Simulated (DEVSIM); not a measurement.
Device: W/SiON/p-Si capacitor, at 300 K.

```
layer (left to right)  material  thickness (nm)  Na (cm⁻³)
---------------------  --------  --------------  ---------
1                          SiON            2.10          -
2                            Si            9000     4.1e15
```

Metal gate on the left, work function 4.6 eV. Fixed charge at the semiconductor interface -8.2e10 cm⁻² (in units of +e); no interface traps.

The device is made up for the run: typed textbook-type constants, with dimensions and the other settings drawn at random. Values at 300 K.

| parameter | SiON | Si |
|---|---|---|
| gap (eV) | 7 | 1.124 |
| affinity (eV) | 1.4 | 4.05 |
| permittivity | 5.5 | 11.7 |
| Nc (cm⁻³) | - | 2.86e19 |
| Nv (cm⁻³) | - | 3.1e19 |

Model (solved in DEVSIM): 1D Poisson equation in equilibrium, Boltzmann statistics, complete ionisation; no quantum confinement or tunnelling. Metal contacts follow the ideal Schottky-Mott rule: no Fermi-level pinning, no interface dipoles.

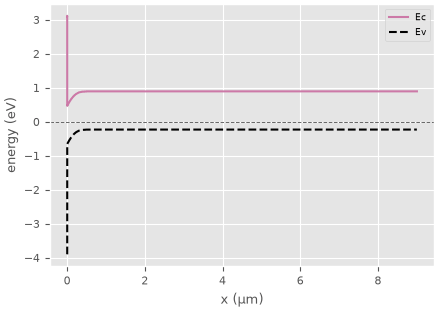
Band edges at 0.1 V on the gate

Energies count from the Fermi level of the right contact; mesh points crowd at the junctions.

```json
[
 {"x (μm)": "0.000", "Ec (eV)": "3.100", "Ev (eV)": "-3.900", "n (cm⁻³)": "< 1e2", "p (cm⁻³)": "< 1e2", "field (V/cm)": "75000"},
 {"x (μm)": "0.0009075", "Ec (eV)": "3.107", "Ev (eV)": "-3.893", "n (cm⁻³)": "< 1e2", "p (cm⁻³)": "< 1e2", "field (V/cm)": "75000"},
 {"x (μm)": "0.001707", "Ec (eV)": "3.113", "Ev (eV)": "-3.887", "n (cm⁻³)": "< 1e2", "p (cm⁻³)": "< 1e2", "field (V/cm)": "75000"},
 {"x (μm)": "0.002742", "Ec (eV)": "0.467", "Ev (eV)": "-0.657", "n (cm⁻³)": "4.1e11", "p (cm⁻³)": "2.9e8", "field (V/cm)": "23000"},
 {"x (μm)": "0.006272", "Ec (eV)": "0.475", "Ev (eV)": "-0.649", "n (cm⁻³)": "3.0e11", "p (cm⁻³)": "3.9e8", "field (V/cm)": "22000"},
 {"x (μm)": "0.01297", "Ec (eV)": "0.490", "Ev (eV)": "-0.634", "n (cm⁻³)": "1.7e11", "p (cm⁻³)": "6.9e8", "field (V/cm)": "22000"},
 {"x (μm)": "0.02717", "Ec (eV)": "0.520", "Ev (eV)": "-0.604", "n (cm⁻³)": "5.2e10", "p (cm⁻³)": "2.2e9", "field (V/cm)": "21000"},
 {"x (μm)": "0.07852", "Ec (eV)": "0.620", "Ev (eV)": "-0.504", "n (cm⁻³)": "1.1e9", "p (cm⁻³)": "1.0e11", "field (V/cm)": "18000"},
 {"x (μm)": "0.1759", "Ec (eV)": "0.762", "Ev (eV)": "-0.362", "n (cm⁻³)": "4500000", "p (cm⁻³)": "2.6e13", "field (V/cm)": "12000"},
 {"x (μm)": "0.3825", "Ec (eV)": "0.882", "Ev (eV)": "-0.242", "n (cm⁻³)": "43000", "p (cm⁻³)": "2.7e15", "field (V/cm)": "1600"},
 {"x (μm)": "0.8617", "Ec (eV)": "0.893", "Ev (eV)": "-0.231", "n (cm⁻³)": "28000", "p (cm⁻³)": "4.1e15", "field (V/cm)": "≈ 0"},
 {"x (μm)": "2.547", "Ec (eV)": "0.893", "Ev (eV)": "-0.231", "n (cm⁻³)": "28000", "p (cm⁻³)": "4.1e15", "field (V/cm)": "≈ 0"},
 {"x (μm)": "5.453", "Ec (eV)": "0.893", "Ev (eV)": "-0.231", "n (cm⁻³)": "28000", "p (cm⁻³)": "4.1e15", "field (V/cm)": "≈ 0"},
 {"x (μm)": "7.375", "Ec (eV)": "0.893", "Ev (eV)": "-0.231", "n (cm⁻³)": "28000", "p (cm⁻³)": "4.1e15", "field (V/cm)": "≈ 0"},
 {"x (μm)": "8.453", "Ec (eV)": "0.893", "Ev (eV)": "-0.231", "n (cm⁻³)": "28000", "p (cm⁻³)": "4.1e15", "field (V/cm)": "≈ 0"},
 {"x (μm)": "8.759", "Ec (eV)": "0.893", "Ev (eV)": "-0.231", "n (cm⁻³)": "28000", "p (cm⁻³)": "4.1e15", "field (V/cm)": "≈ 0"},
 {"x (μm)": "8.891", "Ec (eV)": "0.893", "Ev (eV)": "-0.231", "n (cm⁻³)": "28000", "p (cm⁻³)": "4.1e15", "field (V/cm)": "≈ 0"},
 {"x (μm)": "8.954", "Ec (eV)": "0.893", "Ev (eV)": "-0.231", "n (cm⁻³)": "28000", "p (cm⁻³)": "4.1e15", "field (V/cm)": "≈ 0"},
 {"x (μm)": "8.986", "Ec (eV)": "0.893", "Ev (eV)": "-0.231", "n (cm⁻³)": "28000", "p (cm⁻³)": "4.1e15", "field (V/cm)": "≈ 0"},
 {"x (μm)": "8.996", "Ec (eV)": "0.893", "Ev (eV)": "-0.231", "n (cm⁻³)": "28000", "p (cm⁻³)": "4.1e15", "field (V/cm)": "≈ 0"},
 {"x (μm)": "9.000", "Ec (eV)": "0.893", "Ev (eV)": "-0.231", "n (cm⁻³)": "28000", "p (cm⁻³)": "4.1e15", "field (V/cm)": "≈ 0"},
 {"x (μm)": "9.002", "Ec (eV)": "0.893", "Ev (eV)": "-0.231", "n (cm⁻³)": "28000", "p (cm⁻³)": "4.1e15", "field (V/cm)": "≈ 0"}
]
```
